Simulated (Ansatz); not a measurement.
Consider BClH2S···H2O.

```xyz
8

B     0.1559    0.5208    0.1226
O     0.0024   -0.1620    1.8142
H    -0.8077   -0.7224    1.8401
Cl    1.5154   -0.4643   -0.5890
H    -0.9406    0.2889   -0.3072
S     0.4181    2.3599    0.4637
H     1.7681    2.3287    0.6540
H    -0.2062    0.6582    2.3275
```

Theory: RKS BLYP/6-31G* (Ansatz 0.2.0).

> Predict the electron density and electron localisation function between the atoms.

B–Cl (1.82 Å): ρ at the midpoint is about 1.2 e/Å³; the ELF peaks at about 0.90 between the atoms; a polar covalent bond.
B–S (1.89 Å): ρ at the midpoint is about 1.1 e/Å³, with its minimum of 0.93 e/Å³ about 0.6 Å from B; the ELF peaks at about 0.95 between the atoms (a covalent bond).

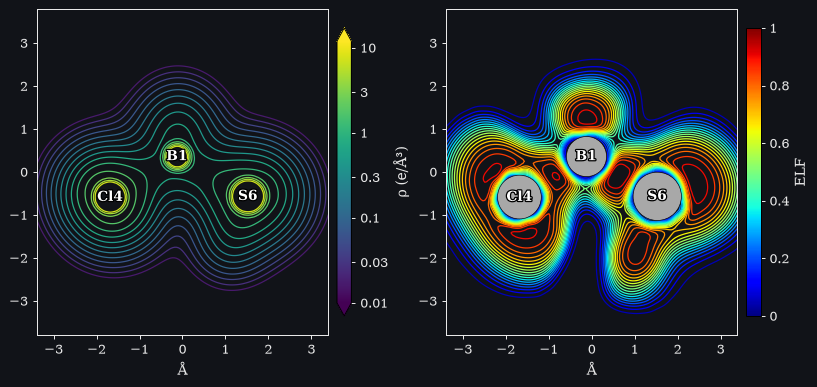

Computed electron density and electron localisation function on the plane of atoms Cl4, B1 and S6, in this order. Grey discs cover the atomic cores in the ELF map. 
